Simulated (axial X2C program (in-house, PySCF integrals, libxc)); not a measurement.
## BiC⁺: relativistic diatomic calculation

BiC⁺, single determinant with Ω = 0 (not the lowest found). The distance is the PBE0 minimum at charge 1. Computed at this level: expectation values, HF and Kohn-Sham, two-component X2C with atomic mean-field Coulomb and Gaunt terms, Bi dyall-cv3z, C dyall-v3z (cores contracted) (axial X2C program (in-house, PySCF integrals, libxc)).

### Key numbers

```tsv
quantity	value
outcome	converged
hardware	1 thread of Arm Neoverse N1, 90 GiB of memory available, shared host
wall time	7.5 s
peak memory	0.36 GiB
```

### Input
```
{"zs": [83, 6], "q": 1, "bas": ["dyall-cv3z", "dyall-v3z"], "r0": 2.08, "levels": ["PBE0", "HF", "r2SCAN", "BHandHLYP", "TPSSh"], "nst": 3}
```

The line is the task of a batch: nuclear charges, charge, bases, the levels to run, a first guess of the distance and further settings. This report covers the levels named above. The log is that of the reference distance.

The run was one of a batch that the task file lists, launched with:
```bash
python <driver script> task.json out
```

### Output
```
two-component X2C + atomic mean field  PBE0
basis functions 197  fitting functions 1114  grid points 5078
iter        total energy     max residual
   1     -21580.270254194     1.75e+01
   2     -21580.543223994     1.23e-01
   3     -21580.543363849     9.45e-03
   4     -21580.543469659     1.90e-02
   5     -21580.543482991     1.26e-02
   6     -21580.543485844     4.41e-03
   7     -21580.543486252     4.38e-04
   8     -21580.543486284     5.77e-04
   9     -21580.543486293     7.67e-06
converged
one-electron -29699.76593170  Coulomb 8423.33965818  exact exchange -100.58400462  xc functional -307.99258126  nuclear repulsion 125.55038163  atomic mean-field constant -21.09100852
```

### Expectation values by level of theory

```
                                             quantity   PBE0     HF  r2SCAN  BHandHLYP  TPSSh
effective field for an electron dipole moment (GV/cm)      –      –       –          –      –
           field gradient at the first nucleus (a.u.)  −13.8  −9.68   −14.2      −12.1  −13.4
          field gradient at the second nucleus (a.u.)  −1.03  −1.02   −1.13      −1.10  −1.13
                           A∥/gI, first nucleus (MHz)      –      –       –          –      –
                          A∥/gI, second nucleus (MHz)      –      –       –          –      –
```

Each column comes from one determinant, in a basis with contracted cores. A dash marks a value that vanishes by symmetry, wasn't computed or didn't converge. The spread over the levels shows only part of the uncertainty.

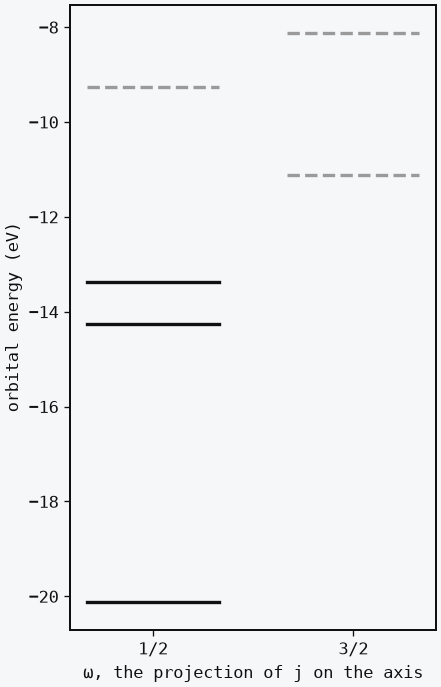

**Figure 1.** Orbital energies (PBE0) near the frontier at 2.10 Å, filled (solid) and empty (dashed); the Kramers partners at −ω are degenerate and not drawn. The highest filled spinor (1/2; 65 % C p, 24 % Bi p) lies at −13.36 eV, the lowest empty one (3/2; 54 % C p, 42 % Bi p) at −11.12 eV.
